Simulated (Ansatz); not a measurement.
Start from CaO in the rock salt structure (space group Fm-3m, No. 225; a = 4.831 Å).

Now apply this change: every lattice vector is stretched by 2.10 %, atoms relaxed at fixed cell.

Calculations: PBE, PAW, 420 eV (Ansatz, an electronic-structure program; no spin-orbit coupling), earlier PAW set.

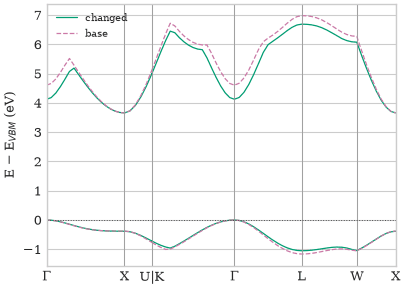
Fig. 1. Highest valence and lowest conduction band along the path, each from its own valence-band maximum

From the figure, how large is the changed gap, and is it direct?

About 3.7 eV, indirect, Γ → X.

The cells carry an imposed strain or load. Stability against distortions was not tested.
